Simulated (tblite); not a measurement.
## Geometry relaxation, with input and output: C$_{3}$H$_{5}$ClGeN$_{2}$

C$_{3}$H$_{5}$ClGeN$_{2}$, computed with GFN2-xTB geometry optimisation, gas phase (tblite 0.8.0).

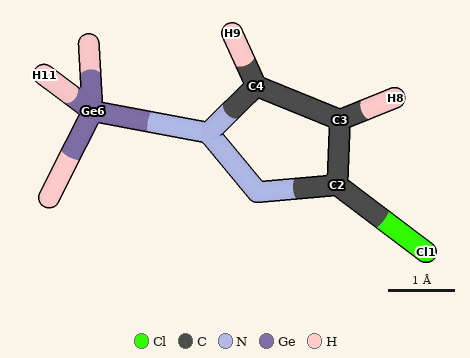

**Figure 1.** The structure as given in the input (stick view, seen at a tilt; atoms are numbered from 1 in the order of the input). Sticks mark near contacts. Bond lengths as drawn: C–C 1.37 to 1.39 Å, C–Cl 1.77 Å, C–H 1.07 to 1.08 Å, C–N 1.34 to 1.36 Å, Ge–H 1.55 Å, Ge–N 1.87 Å and N–N 1.32 Å.

## Summary

| quantity | value |
| --- | --- |
| outcome | converged |
| total energy | −579.3782 eV |
| hardware | 1 CPU thread, shared host |
| peak memory | 0.18 GiB |

## Input
```
{"job": {"xc": "GFN2-xTB", "basis": "xTB", "kind": "relax"}, "charge": 0, "multiplicity": 1}
Cl     3.279100    -1.610300     0.237600
C      1.803800    -0.648500     0.096300
C      1.760100     0.699200    -0.147600
C      0.401500     0.995800    -0.180600
N     -0.275100    -0.149600     0.079100
Ge    -2.134300    -0.330000     0.076900
N      0.567000    -1.153000     0.227400
H      2.581500     1.389700    -0.305600
H     -0.045900     1.949900    -0.357700
H     -2.534300    -1.490100     1.031100
H     -2.777400     0.988500     0.572600
H     -2.624800    -0.642500    -1.355500
```

The first line tells a small driver script what to run in tblite; the rest is the geometry in Å.

Launch command:
```bash
OMP_NUM_THREADS=1 python <driver script> task.json out
```

## The program's output
```
step      E/eV     max force
  0    -579.09610    1.770
  1    -579.20333    0.854
  2    -579.24243    0.517
  3    -579.27170    0.464
  4    -579.28436    0.457
  5    -579.30169    0.410
  6    -579.31127    0.283
  7    -579.31859    0.206
  8    -579.32548    0.297
  9    -579.33327    0.328
 10    -579.33860    0.254
 11    -579.34185    0.143
 12    -579.34412    0.170
 13    -579.34598    0.139
 14    -579.34742    0.116
 15    -579.34857    0.094
 16    -579.34980    0.118
 17    -579.35137    0.140
 18    -579.35309    0.127
 19    -579.35461    0.117
 20    -579.35592    0.128
 21    -579.35729    0.147
 22    -579.35902    0.145
 23    -579.36131    0.155
 24    -579.36401    0.213
 25    -579.36652    0.212
 26    -579.36832    0.128
 27    -579.36915    0.052
 28    -579.36938    0.037
 29    -579.36952    0.031
 30    -579.36970    0.037
 31    -579.36992    0.049
 32    -579.37015    0.043
 33    -579.37030    0.025
 34    -579.37037    0.022
 35    -579.37041    0.016
 36    -579.37044    0.015
 37    -579.37046    0.013
 38    -579.37049    0.015
 39    -579.37051    0.016
 40    -579.37054    0.014
 41    -579.37056    0.015
 42    -579.37058    0.016
 43    -579.37059    0.016
 44    -579.37062    0.017
 45    -579.37066    0.020
 46    -579.37071    0.018
 47    -579.37077    0.025
 48    -579.37084    0.027
 49    -579.37094    0.032
 50    -579.37108    0.039
 51    -579.37126    0.046
 52    -579.37147    0.051
 53    -579.37171    0.044
 54    -579.37198    0.054
 55    -579.37227    0.057
 56    -579.37251    0.037
 57    -579.37268    0.040
 58    -579.37282    0.037
 59    -579.37299    0.039
 60    -579.37323    0.043
 61    -579.37350    0.036
 62    -579.37368    0.041
 63    -579.37369    0.044
 64    -579.37389    0.031
 65    -579.37394    0.025
 66    -579.37405    0.023
 67    -579.37411    0.023
 68    -579.37423    0.027
 69    -579.37433    0.030
 70    -579.37445    0.029
 71    -579.37459    0.034
 72    -579.37474    0.046
 73    -579.37493    0.044
 74    -579.37517    0.039
 75    -579.37542    0.041
 76    -579.37565    0.042
 77    -579.37588    0.060
 78    -579.37606    0.080
 79    -579.37646    0.063
 80    -579.37704    0.050
 81    -579.37759    0.043
 82    -579.37780    0.027
 83    -579.37790    0.027
 84    -579.37800    0.021
 85    -579.37806    0.022
 86    -579.37810    0.016
 87    -579.37812    0.013
 88    -579.37814    0.011
 89    -579.37816    0.010
 90    -579.37817    0.009
 91    -579.37818    0.007
 92    -579.37819    0.005
 93    -579.37819    0.003
 94    -579.37819    0.003
 95    -579.37819    0.003
```

## Trajectory as extended XYZ (Å, eV, eV/Å), 9 of the 12 frames kept, from step=0 to step=95
```
12
Properties=species:S:1:pos:R:3:forces:R:3 step=0 energy=-579.09610
Cl    3.2791   -1.6103    0.2376   -1.2170   0.5530  -0.0720
C     1.8038   -0.6485    0.0963   -0.0040  -1.7330   0.3600
C     1.7601    0.6992   -0.1476   -0.3210   1.5330  -0.4240
C     0.4015    0.9958   -0.1806    0.8230  -0.1130   0.1640
N    -0.2751   -0.1496    0.0791   -0.1410   1.1130  -0.3610
Ge   -2.1343   -0.3300    0.0769   -0.6290  -0.5400   0.2090
N     0.5670   -1.1530    0.2274    1.0240  -0.7810   0.2110
H     2.5815    1.3897   -0.3056   -0.3340  -0.3450   0.0830
H    -0.0459    1.9499   -0.3577   -0.3260   0.0400   0.0390
H    -2.5343   -1.4901    1.0311    0.3630   0.5650  -0.4860
H    -2.7774    0.9885    0.5726    0.4750  -0.4430  -0.2360
H    -2.6248   -0.6425   -1.3555    0.2860   0.1520   0.5130
12
Properties=species:S:1:pos:R:3:forces:R:3 step=8 energy=-579.32548
Cl    3.1648   -1.6141    0.2433   -0.1130  -0.0550   0.0230
C     1.7615   -0.6609    0.1039    0.0580   0.0760  -0.0310
C     1.7424    0.7233   -0.1622    0.0770  -0.1740   0.0400
C     0.4076    1.0207   -0.1785    0.0560   0.1290  -0.0180
N    -0.2871   -0.1093    0.0636    0.0960  -0.0540   0.0370
Ge   -2.1041   -0.3606    0.0812   -0.2880  -0.0720   0.0110
N     0.5446   -1.1505    0.2356    0.0090   0.0520  -0.0150
H     2.5878    1.3662   -0.3038   -0.0820  -0.0390   0.0000
H    -0.0998    1.9471   -0.3435   -0.0890   0.1600  -0.0150
H    -2.4581   -1.4656    1.0015    0.1690  -0.0840   0.0430
H    -2.6825    0.9341    0.5386    0.0520   0.1200   0.0380
H    -2.5760   -0.6310   -1.3057    0.0550  -0.0580  -0.1120
12
Properties=species:S:1:pos:R:3:forces:R:3 step=25 energy=-579.36652
Cl    3.0384   -1.7206    0.2637   -0.1730   0.1200  -0.0280
C     1.7065   -0.6644    0.0973   -0.0120   0.0700  -0.0070
C     1.7521    0.7197   -0.1606    0.0390  -0.0580   0.0420
C     0.4320    1.0931   -0.1802    0.0470  -0.0120  -0.0370
N    -0.3174   -0.0041    0.0441    0.0800  -0.0460   0.0510
Ge   -2.1217   -0.3743    0.0803    0.0620   0.0000   0.0000
N     0.4626   -1.0846    0.2181    0.0140  -0.0120  -0.0380
H     2.6192    1.3319   -0.2973   -0.0010  -0.0380   0.0110
H    -0.0290    2.0495   -0.3325    0.0060   0.0260  -0.0180
H    -2.2134   -1.5145    1.0144   -0.0380  -0.0450   0.0620
H    -2.7809    0.8864    0.5328   -0.0190   0.0150   0.0270
H    -2.5472   -0.7188   -1.3061   -0.0060  -0.0210  -0.0640
12
Properties=species:S:1:pos:R:3:forces:R:3 step=34 energy=-579.37037
Cl    3.0083   -1.7263    0.2570   -0.0080  -0.0020  -0.0080
C     1.6945   -0.6596    0.0941    0.0030   0.0020   0.0040
C     1.7576    0.7222   -0.1550    0.0070  -0.0170  -0.0120
C     0.4410    1.1084   -0.1826    0.0100   0.0020   0.0040
N    -0.3194    0.0180    0.0419    0.0090  -0.0030  -0.0110
Ge   -2.1180   -0.3834    0.0810    0.0040   0.0080   0.0000
N     0.4486   -1.0713    0.2084   -0.0010   0.0050   0.0060
H     2.6367    1.3164   -0.2888   -0.0080   0.0070   0.0080
H    -0.0052    2.0711   -0.3409   -0.0130   0.0040   0.0040
H    -2.2001   -1.5189    1.0279   -0.0080  -0.0060   0.0050
H    -2.8062    0.8623    0.5396   -0.0070   0.0070  -0.0030
H    -2.5366   -0.7398   -1.3088    0.0110  -0.0070   0.0040
12
Properties=species:S:1:pos:R:3:forces:R:3 step=51 energy=-579.37126
Cl    2.9974   -1.7429    0.2094   -0.0070   0.0100   0.0000
C     1.6913   -0.6621    0.0815    0.0000   0.0100  -0.0070
C     1.7599    0.7227   -0.1496   -0.0080   0.0010  -0.0080
C     0.4454    1.1165   -0.1609   -0.0190  -0.0020  -0.0150
N    -0.3190    0.0286    0.0570   -0.0010  -0.0280  -0.0150
Ge   -2.1154   -0.3829    0.0839    0.0000  -0.0300  -0.0030
N     0.4435   -1.0673    0.2004    0.0070  -0.0080   0.0240
H     2.6368    1.3202   -0.2807    0.0170  -0.0120   0.0030
H    -0.0030    2.0783   -0.3157    0.0090   0.0360   0.0270
H    -2.2120   -1.4910    1.0645    0.0010   0.0160  -0.0120
H    -2.8296    0.8665    0.4872    0.0040   0.0230   0.0060
H    -2.4941   -0.7870   -1.3033   -0.0030  -0.0160   0.0010
12
Properties=species:S:1:pos:R:3:forces:R:3 step=60 energy=-579.37323
Cl    2.9787   -1.7611    0.1018   -0.0040   0.0030   0.0180
C     1.6808   -0.6648    0.0497   -0.0090  -0.0060  -0.0280
C     1.7577    0.7249   -0.1427    0.0190  -0.0100   0.0270
C     0.4480    1.1326   -0.1128    0.0050   0.0050  -0.0020
N    -0.3223    0.0462    0.0892    0.0040  -0.0150  -0.0120
Ge   -2.1127   -0.3867    0.0791    0.0020  -0.0430   0.0000
N     0.4319   -1.0610    0.1849   -0.0130  -0.0120  -0.0100
H     2.6420    1.3112   -0.2701    0.0200   0.0250  -0.0100
H     0.0116    2.1065   -0.2173   -0.0110   0.0260   0.0040
H    -2.2401   -1.4096    1.1454   -0.0080   0.0000  -0.0040
H    -2.8601    0.8780    0.3501    0.0020   0.0340   0.0050
H    -2.4143   -0.9169   -1.2834   -0.0070  -0.0100   0.0120
12
Properties=species:S:1:pos:R:3:forces:R:3 step=69 energy=-579.37433
Cl    2.9805   -1.7611    0.0840   -0.0070   0.0050  -0.0060
C     1.6818   -0.6655    0.0316    0.0000   0.0060   0.0010
C     1.7594    0.7279   -0.1352   -0.0030  -0.0110  -0.0040
C     0.4493    1.1353   -0.0964    0.0020  -0.0050  -0.0030
N    -0.3213    0.0445    0.0844    0.0000  -0.0140  -0.0010
Ge   -2.1128   -0.3889    0.0791   -0.0080  -0.0210  -0.0150
N     0.4328   -1.0639    0.1602   -0.0050  -0.0070  -0.0070
H     2.6422    1.3163   -0.2675    0.0060   0.0100   0.0240
H     0.0137    2.1126   -0.1750   -0.0070   0.0040  -0.0100
H    -2.2675   -1.3841    1.1703    0.0150   0.0260   0.0010
H    -2.8508    0.8926    0.3049    0.0060  -0.0040   0.0030
H    -2.4062   -0.9664   -1.2665    0.0020   0.0110   0.0180
12
Properties=species:S:1:pos:R:3:forces:R:3 step=86 energy=-579.37810
Cl    2.9746   -1.7689   -0.0414   -0.0060   0.0050  -0.0050
C     1.6788   -0.6689   -0.0356    0.0010   0.0050   0.0030
C     1.7621    0.7335   -0.0799    0.0000  -0.0030   0.0010
C     0.4515    1.1405   -0.0481    0.0000  -0.0060   0.0030
N    -0.3239    0.0401    0.0110   -0.0020   0.0030  -0.0030
Ge   -2.1132   -0.3921    0.0739   -0.0100  -0.0120   0.0050
N     0.4259   -1.0732    0.0180    0.0050   0.0100   0.0030
H     2.6492    1.3289   -0.1266   -0.0020  -0.0010   0.0000
H     0.0161    2.1215   -0.0615    0.0090  -0.0080  -0.0020
H    -2.2846   -1.1953    1.3144    0.0010   0.0020  -0.0090
H    -2.8502    0.9088    0.1122    0.0040   0.0010  -0.0040
H    -2.3851   -1.1755   -1.1625    0.0000   0.0030   0.0080
12
Properties=species:S:1:pos:R:3:forces:R:3 step=95 energy=-579.37819
Cl    2.9727   -1.7695   -0.0673   -0.0020   0.0020   0.0000
C     1.6781   -0.6687   -0.0451    0.0000   0.0010   0.0000
C     1.7622    0.7338   -0.0724    0.0010   0.0000   0.0000
C     0.4519    1.1412   -0.0372    0.0000  -0.0010   0.0010
N    -0.3246    0.0409    0.0072    0.0000  -0.0010   0.0000
Ge   -2.1136   -0.3929    0.0736    0.0000   0.0000   0.0020
N     0.4249   -1.0727    0.0024    0.0010   0.0000   0.0010
H     2.6494    1.3296   -0.1116    0.0010   0.0000   0.0000
H     0.0185    2.1228   -0.0402    0.0010  -0.0010   0.0000
H    -2.2931   -1.1652    1.3325    0.0000   0.0010   0.0000
H    -2.8505    0.9085    0.0751    0.0000  -0.0010   0.0000
H    -2.3748   -1.2084   -1.1429    0.0000   0.0000  -0.0010
```
